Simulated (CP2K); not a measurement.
Band structure of SnSb (Fm-3m, 2 atoms in the cell).

```
SnSb
1.0
    4.34066     0.00000     0.00000
    2.17033     3.75912     0.00000
    2.17033     1.25304     3.54413
Sn Sb
1 1
Direct
  0.50000   0.50000   0.50000
  0.00000   0.00000   0.00000
```

Level of theory: PBEsol, GPW, DZVP-MOLOPT-SR-GTH basis, GTH-PBE potentials (GTH_POTENTIALS) (CP2K).

Settings: CUTOFF = 400 Ry; REL_CUTOFF = 60 Ry; SMEAR/METHOD = FERMI_DIRAC; ELECTRONIC_TEMPERATURE = 1160.45 K; KPOINTS/SCHEME = MONKHORST-PACK 12 12 12; GAMMA_CENTERED = T; XC_FUNCTIONAL = PBE:PBESOL; Sn/BASIS_SET = DZVP-MOLOPT-SR-GTH-q4; Sn/POTENTIAL = GTH-PBE-q4; Sb/BASIS_SET = DZVP-MOLOPT-SR-GTH-q5; Sb/POTENTIAL = GTH-PBE-q5; METHOD = GPW; EPS_DEFAULT = 1e-11; EXTRAPOLATION = USE_GUESS.

The starting cell comes from a database of computed structures (which also holds hypothetical and non-ambient phases and stackings), without a prior relaxation at this level. Spin-orbit coupling is off. Values carry the incompleteness of an atom-centred basis. The potentials were made for another functional than the one used.

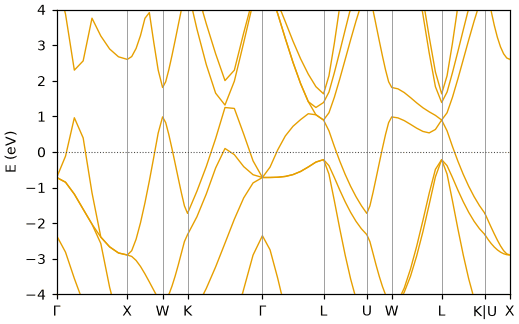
*Bands along the path, energies from the Fermi level.*

Levels in eV from the Fermi level, bands 2 to 7:
| point | 2 | 3 | 4 | 5 | 6 | 7 |
|---|---|---|---|---|---|---|
| Γ | -2.35 | -0.72 | -0.72 | -0.72 | 4.80 | 4.80 |
| X | -5.51 | -5.22 | -2.89 | -2.89 | 2.60 | 7.21 |
| W | -6.96 | -4.33 | -4.33 | 0.99 | 1.81 | 6.49 |
| K | -6.99 | -4.75 | -2.32 | -1.72 | 4.59 | 4.89 |
| L | -8.05 | -0.21 | -0.21 | 0.90 | 0.90 | 1.39 |
| U | -6.99 | -4.75 | -2.32 | -1.72 | 4.59 | 4.89 |

Bands cross the Fermi level along this path, so the cell is metallic at this level.

Higher empty bands are left out: an atom-centred basis made for the valence describes them poorly.
